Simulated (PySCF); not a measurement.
# CuBr: from the state search to spectroscopic constants

What are the lowest state that PBE0 finds, the bond length, vibrational wavenumber and bond energy of CuBr, and how much do these hang on the method?

Computed with PySCF 2.14.0. Level: Cu x2c-TZVPPall, Br x2c-TZVPPall, spin-free X2C with a Gaussian nucleus.

## (1) The job

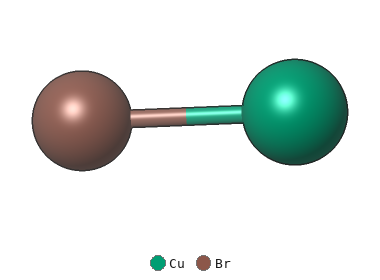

The two atoms at the starting distance (copper teal, bromine brown).

The job is set up so:

```
atoms                         : Cu, Br
charge                        : 0
basis                         : Cu x2c-TZVPPall, Br x2c-TZVPPall
Hamiltonian                   : spin-free X2C with a Gaussian nucleus
basis functions               : 112
electrons treated             : 64
masses in u                   : 62.9296, 78.9183
levels                        : PBE0, PBE, r²SCAN, B2PLYP, PBEsol, M06-2X, LDA, HSE06, HF, MP2, SCS-MP2, CCSD, CCSD(T)
grid                          : 80 radial by 434 angular points
occupations                   : held fixed by the projection of orbital angular momentum
dissociation limit            : Cu + Br, each in its ground configuration
starting distance in angstrom : 2.250
values of 2S to try           : 0, 2, 4
```

The run is started by

```bash
> OMP_NUM_THREADS=2 python dia.py task.json out
```

After this run come: First curve: PBE0; Higher solutions at PBE0; PBE (GGA); r²SCAN (meta-GGA); B2PLYP (double hybrid); PBEsol (GGA); M06-2X; LDA; HSE06 (range-separated hybrid); RHF (mean field); Adding correlation.

Before running it: what results should come out? Wanted: for each run, Re; ωe; De; μ.

The runs gave:

Lowest PBE0 solution found, without spin–orbit coupling: ¹Σ⁺ (singlet), closed shell. State 2 has its PBE0 minimum 2.16 eV higher. The other levels ran on the lowest alone.

| level | Re (Å) | ωe (cm⁻¹) | De (eV) | μ (D) |
| --- | --- | --- | --- | --- |
| RHF | 2.282 | 273.5 | 2.34 | -6.52 |
| RHF-MP2 | 2.153 | 324 | 3.52 | n/a |
| RHF-SCS-MP2 | 2.179 | 312 | 3.37 | n/a |
| RHF-CCSD | 2.205 | 302 | 3.22 | n/a |
| RHF-CCSD(T) | 2.194 | 305 | 3.31 | n/a |
| LDA | 2.125 | 337 | 4.03 | -3.58 |
| PBE | 2.178 | 310 | 3.40 | -3.79 |
| PBEsol | 2.148 | 325 | 3.67 | -3.73 |
| r²SCAN | 2.160 | 320 | 3.48 | -4.18 |
| PBE0 | 2.182 | 310 | 3.31 | -4.60 |
| HSE06 | 2.182 | 310 | 3.30 | -4.52 |
| M06-2X | 2.247 | 291.5 | 3.21 | -5.22 |
| B2PLYP | 2.183 | 311 | 3.28 | -5.17 |

De is counted to Cu + Br in their ground configurations. A positive dipole means Cu(−)Br(+).

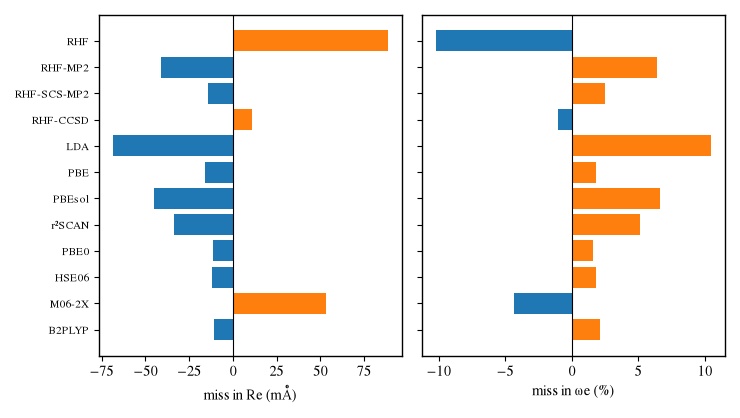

Differences in bond length and wavenumber from CCSD(T) in the same basis.

**Reading.** Judged by CCSD(T) in the same basis: best bond length RHF-CCSD and PBE0 and B2PLYP (11 mÅ off), worst RHF (+89 mÅ); best wavenumber RHF-CCSD (-1.0 %), worst LDA (+10.5 %). Of the levels with a De here, RHF gives the least (2.34 eV) and LDA the most (4.03 eV).

Correlated steps freeze 14 core orbitals. B2PLYP dipoles, levels and charges come from its SCF part alone.
